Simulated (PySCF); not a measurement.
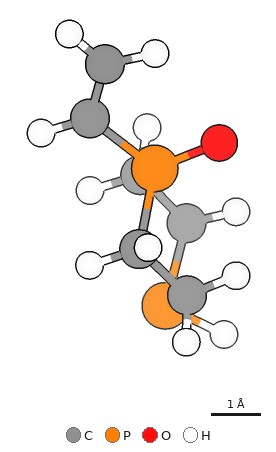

C6H12OP2, before the relaxation. Style: ball-and-stick. Shown from a free direction.

The start comes from GFN2-xTB. Its atoms were then displaced at random by about 0.01 Å.

The calculation used PySCF, PBE0-D3(BJ)/def2-SVP geometry optimisation, gas phase.

```xyz
21

C     3.3884   -0.3462   -0.4003
C     2.1803    0.0156   -0.8905
P     0.7081   -0.1663    0.1646
O     1.0371   -0.6874    1.5109
C    -0.0691    1.4904    0.1889
C    -1.4074    1.3662    0.9134
P    -2.5899    0.4172   -0.1550
C    -1.7497   -1.2353   -0.0369
C    -0.4445   -1.2068   -0.7675
H     3.4352   -0.7005    0.6139
H     4.2750   -0.2447   -0.9597
H     2.0554    0.4051   -1.8819
H    -0.2231    1.8977   -0.8211
H     0.5912    2.1613    0.7598
H    -1.8394    2.3357    1.1191
H    -1.2571    0.8528    1.8739
H    -3.5198    0.1861    0.8684
H    -1.5887   -1.4862    1.0232
H    -2.4402   -1.9986   -0.4569
H    -0.5962   -0.8222   -1.7957
H    -0.0168   -2.2117   -0.8477
```

Question: Where does the relaxation end?

Answer: Over 8 geometry steps the energy falls by 17.5 kJ/mol. H17 moves most after the best rigid fit: 0.12 Å. By element the largest moves are H 0.12 Å, P 0.09 Å, C 0.04 Å, O 0.02 Å. Some distances before and after: C1–H11 1.053 → 1.094 Å, C8–C9 1.496 → 1.530 Å, P7–H17 1.402 → 1.428 Å, C2–H12 1.073 → 1.096 Å. Bond angles that change, for instance: P3–C5–H13 112.5° → 109.8°, C6–P7–H17 95.0° → 97.4°, P3–C9–H21 108.4° → 106.2°.

Step by step:

```json
{"step": "0", "E − E(0), kJ/mol": "0.00"}
{"step": "1", "E − E(0), kJ/mol": "-15.55"}
{"step": "2", "E − E(0), kJ/mol": "-16.90"}
{"step": "3", "E − E(0), kJ/mol": "-17.20"}
{"step": "4", "E − E(0), kJ/mol": "-17.38"}
{"step": "5", "E − E(0), kJ/mol": "-17.45"}
{"step": "6", "E − E(0), kJ/mol": "-17.50"}
{"step": "7", "E − E(0), kJ/mol": "-17.53"}
{"step": "8", "E − E(0), kJ/mol": "-17.54"}
```

The structure at the end:

```xyz
21

C     3.3777   -0.3366   -0.3894
C     2.1933    0.0200   -0.8904
P     0.7366   -0.1551    0.1595
O     1.0450   -0.6910    1.5279
C    -0.0761    1.4827    0.1922
C    -1.4192    1.3866    0.9181
P    -2.6487    0.3996   -0.0855
C    -1.7849   -1.2572   -0.0398
C    -0.4458   -1.1907   -0.7758
H     3.4362   -0.7214    0.6349
H     4.3021   -0.2593   -0.9693
H     2.0879    0.4093   -1.9100
H    -0.1943    1.8623   -0.8377
H     0.6142    2.1584    0.7229
H    -1.8432    2.3922    1.0685
H    -1.2613    0.9365    1.9112
H    -3.5830    0.1489    0.9648
H    -1.6119   -1.5893    0.9963
H    -2.4485   -1.9922   -0.5226
H    -0.5615   -0.7923   -1.7989
H     0.0143   -2.1892   -0.8539
```

The end point in the same view:

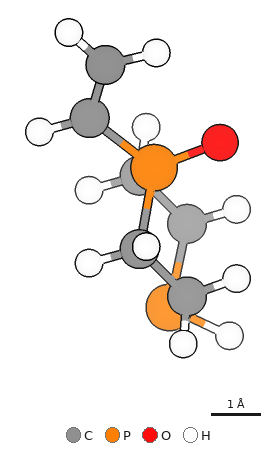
